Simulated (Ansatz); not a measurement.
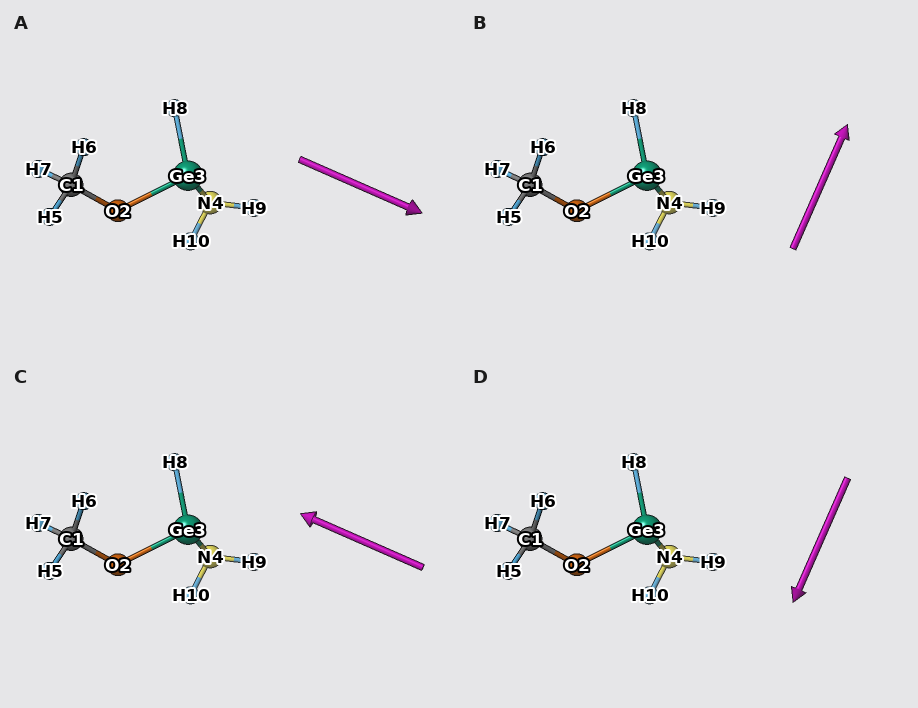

The same molecule four times, each with an arrow. State: neutral, doublet. The geometry was computed by an optimisation with PBE-D4/def2-SVP. No frequency run is at hand to confirm it as a minimum. Level of theory: UKS PBE-D4/def2-SVP (Ansatz 0.2.0).

### Which arrow points along the dipole moment, from the negative to the positive end?

A. The dipole moment is 0.74 D; it points from the side of H7 to the side of H9 (the outermost atoms at the two ends).
